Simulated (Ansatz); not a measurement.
# HF/3-21G run of CClF3 (SMILES FC(F)(F)Cl)

What is the energy change on altering one bond length of CClF3 at HF/3-21G? 

Program for the calculation: Ansatz 0.2.0.

54 further runs of the same task are left out: 9 that didn't finish, 45 set aside as unsound or not needed.

**1. The structure to begin with**

The species is CClF3 (5 atoms), meant as a singlet with charge 0. SMILES: `FC(F)(F)Cl`. The shape is that of a PBE0-D4/def2-TZVP optimisation.

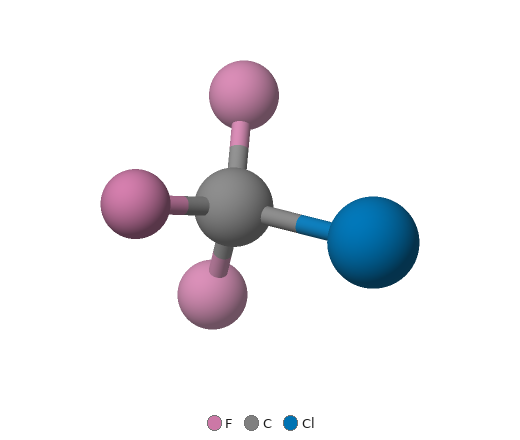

The structure, seen from a chosen angle (fluorine pink, carbon grey, chlorine blue).

**2. The energy at HF/3-21G**

run.yaml

```yaml
crystal:
  periodic: [false, false, false]
  atoms:
    - {symbol: F, position_ang: [0.213700, 0.019100, 1.326100]}
    - {symbol: C, position_ang: [-0.002200, -0.082500, 0.026100]}
    - {symbol: F, position_ang: [-1.249600, -0.474600, -0.167100]}
    - {symbol: F, position_ang: [0.811700, -0.999000, -0.468500]}
    - {symbol: Cl, position_ang: [0.276300, 1.463300, -0.758000]}
basis:
  gaussian: {orbitals: 3-21G.json}
hamiltonian: {xc: hf}
accuracy: high
output: {orbitals: {seedname: orbitals}}
```

The basis set 3-21G is read from a file made from the Basis Set Exchange's data (not shown).

Command:

```sh
$ ansatz run run.yaml --threads 1 --pin off --max-ram 3480MiB --events-out events.jsonl --progress --plain --runs-dir runs
```

What it wrote:

```text
Warning: RAYON_NUM_THREADS=1 ignored (pool sized by the plan → 1); use --threads N
Functional definition: HF
  name "HF"
  exchange = exact_x
  correlation = 0
1048 factors; integrals over basis functions are off by at most 3.1e-9 eV
mean field evaluation 1: about -21536.8841 eV, gradient 4.3e1 eV
mean field evaluation 2: about -21537.2050 eV, gradient 4.3e1 eV
mean field evaluation 4: about -21541.6576 eV, gradient 2.4e0 eV
mean field evaluation 8: about -21541.6961 eV, gradient 1.5e-1 eV
mean field evaluation 16: about -21541.6962 eV, gradient 5.5e-8 eV
mean field -21541.69623699 eV, -791.6427352231 hartree, gradient 5.5e-8 eV, S^2 0.000000; 0 other end points of the search recorded, 0 dependent functions left out
reference -21541.69623699 eV, -791.6427352231 hartree; 25, 25 occupied and 24, 24 virtual orbitals, 1048 factors
Total energy: -21541.69623699 eV, -791.6427352231 hartree
```

Wall time 0.54 s (1 thread of Arm Neoverse V1, shared host); peak memory 0.11 GiB.

**3. The distorted shape at the same level**

job.yaml

```yaml
crystal:
  periodic: [false, false, false]
  atoms:
    - {symbol: F, position_ang: [-0.009092, -1.217498, 1.953359]}
    - {symbol: C, position_ang: [-0.224992, -1.319098, 0.653359]}
    - {symbol: F, position_ang: [-1.472392, -1.711198, 0.460159]}
    - {symbol: F, position_ang: [0.588908, -2.235598, 0.158759]}
    - {symbol: Cl, position_ang: [0.276300, 1.463300, -0.758000]}
basis:
  gaussian:
    orbitals: 3-21G.json
hamiltonian:
  xc: hf
accuracy: high
output: {orbitals: {seedname: orbitals}}
```

The basis set 3-21G is read from a file made from the Basis Set Exchange's data (not shown).

Command:

```sh
$ ansatz run job.yaml --threads 1 --pin off --max-ram 3480MiB --events-out events.jsonl --progress --plain --runs-dir runs
```

What it wrote:

```text
Warning: RAYON_NUM_THREADS=1 ignored (pool sized by the plan → 1); use --threads N
[... 4 set-up lines as earlier in the session ...]
985 factors; integrals over basis functions are off by at most 1.8e-8 eV
mean field evaluation 1: about -21529.6878 eV, gradient 4.6e1 eV
mean field evaluation 2: about -21529.8883 eV, gradient 4.7e1 eV
mean field evaluation 4: about -21537.1142 eV, gradient 9.8e0 eV
mean field evaluation 8: about -21537.4752 eV, gradient 9.8e-1 eV
mean field evaluation 16: about -21537.4790 eV, gradient 1.8e-8 eV
mean field -21537.47896239 eV, -791.4877532402 hartree, gradient 6.4e-8 eV, S^2 0.000000; 0 other end points of the search recorded, 0 dependent functions left out
reference -21537.47896239 eV, -791.4877532402 hartree; 25, 25 occupied and 24, 24 virtual orbitals, 985 factors
Total energy: -21537.47896239 eV, -791.4877532402 hartree
```

Run time: 0.54 s. Hardware: 1 thread of Arm Neoverse V1, shared host; peak memory 0.1 GiB.

**4. Outcome**

At HF/3-21G:

| quantity | value |
| --- | --- |
| first shape: total energy | -791.64274 Eh |
| first shape: HOMO energy | -14.03 eV |
| first shape: LUMO energy | 4.60 eV |
| first shape: HOMO–LUMO gap | 18.63 eV |
| distorted shape: total energy | -791.48775 Eh |
| distorted shape: HOMO energy | -10.81 eV |
| distorted shape: LUMO energy | -3.52 eV |
| distorted shape: HOMO–LUMO gap | 7.29 eV |
| energy change with the C2–Cl5 bond stretched from 1.756 to 3.160 Å | 4.217 eV |

**Reading.** One bond (distorted shape) is far stretched, which a spin-restricted single reference describes badly; a broken-symmetry solution may lie lower. With the C2–Cl5 bond stretched from 1.756 to 3.160 Å the energy rises by 4.22 eV (97 kcal/mol). The first shape isn't relaxed at this level, so the change isn't measured from a minimum. A restricted reference can't describe the breaking bond well at this length.
